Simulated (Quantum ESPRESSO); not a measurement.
Refining one setting for LaMg4Cu (P-62m, 18 atoms in the cell)

```
CELL_PARAMETERS angstrom
     10.36848     0.00000     0.00000
     -5.18424     8.97937     0.00000
      0.00000     0.00000     4.47791
ATOMIC_POSITIONS crystal
  La 0.00000 0.40702 0.00000
  La 0.40702 0.00000 0.00000
  La 0.59298 0.59298 0.00000
  Mg 0.51906 0.81507 0.50000
  Mg 0.29601 0.48094 0.50000
  Mg 0.18493 0.70399 0.50000
  Mg 0.81507 0.51906 0.50000
  Mg 0.48094 0.29601 0.50000
  Mg 0.70399 0.18493 0.50000
  Mg 0.83504 0.83504 0.50000
  Mg 0.00000 0.16496 0.50000
  Mg 0.16496 0.00000 0.50000
  Mg 0.00000 0.74737 0.00000
  Mg 0.74737 0.00000 0.00000
  Mg 0.25263 0.25263 0.00000
  Cu 0.00000 0.00000 0.00000
  Cu 0.66667 0.33333 0.00000
  Cu 0.33333 0.66667 0.00000
```

Level of theory: LDA (PZ), GBRV 1.5 ultrasoft (LDA) pseudopotentials (plane waves; Quantum ESPRESSO 7.5).

The starting cell comes from a database of computed structures (which also holds hypothetical and non-ambient phases and stackings), without a prior relaxation at this level. Spin polarisation is off. Without a gap this mesh is coarse (it stands for a supercell whose shortest vector is 18 Å).

Held fixed: ecutwfc = 50 Ry; ecutrho = 400 Ry; occupations = smearing; smearing = gaussian; degauss = 0.019992 Ry; potentials = {La: la_lda_v1.uspp.F.UPF, Mg: mg_lda_v1.4.uspp.F.UPF, Cu: cu_lda_v1.2.uspp.F.UPF}; conv_thr = 1e-10 Ry.

ΔF is the free energy per atom less that of the last row (automatic 2 2 4 0 0 0).

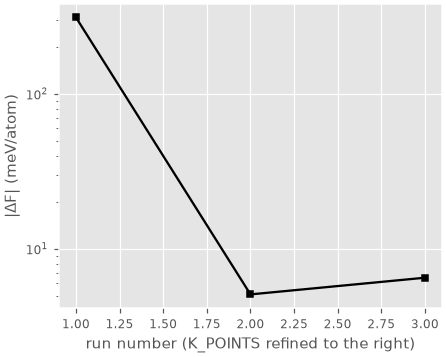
*Size of the energy error against the last run of the series; values under 0.01 meV/atom are drawn at 0.01.*

```
K_POINTS               ΔF (meV/atom)  pressure (GPa)  largest force (eV/Å)  k-points  plane waves
---------------------  -------------  --------------  --------------------  --------  -----------
automatic 1 1 1 0 0 0          311.9           -3.16                 0.609         1        16699
automatic 1 1 2 0 0 0            5.1           -3.87                 0.185         2        16736
automatic 1 1 3 0 0 0           -6.5           -3.55                 0.302         2        16801
automatic 2 2 4 0 0 0           0.00           -2.94                 0.031         6        16824
```

Largest force within 0.02 eV/Å of the last row: only the last setting itself: the one before it still differs by 0.27 eV/Å, so the series does not show convergence to this tolerance.

Energy within 10 meV/atom of the last row: from K_POINTS = automatic 1 1 2 0 0 0 on; the one before it is off by 310 meV/atom.
